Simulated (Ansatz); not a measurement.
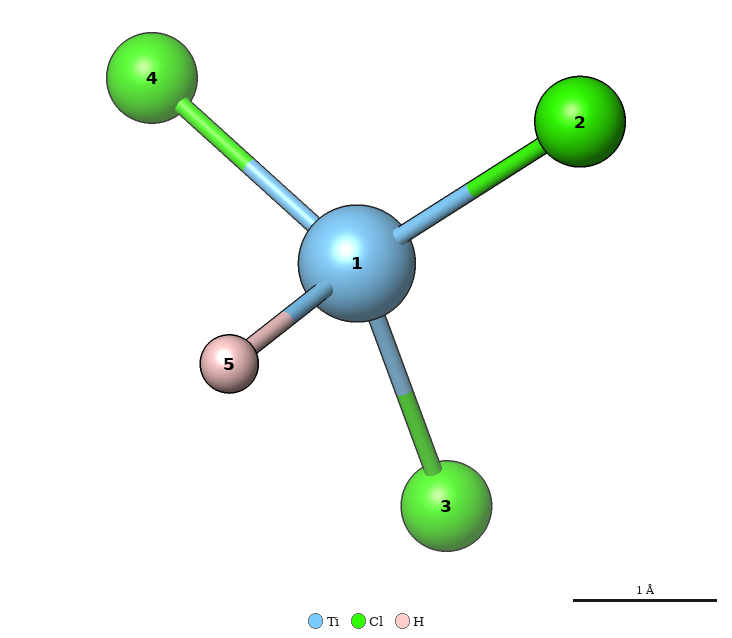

Orthographic view. Distant atoms are faded towards the background colour. Charge 0, singlet. Computed geometry: PBE0-D4/def2-TZVP optimisation.

Write a Z-matrix (Å, degrees) in the order of the atom numbers, with these reference atoms: 2 to 1; 3 to 1, 2; 4 to 1, 3, 2; 5 to 1, 3, 2.

```
Ti 
Cl   1   2.162
Cl   1   2.162   2   115.5
Cl   1   2.162   3   115.5   2   139.0
H    1   1.659   3   102.5   2  -110.5
```
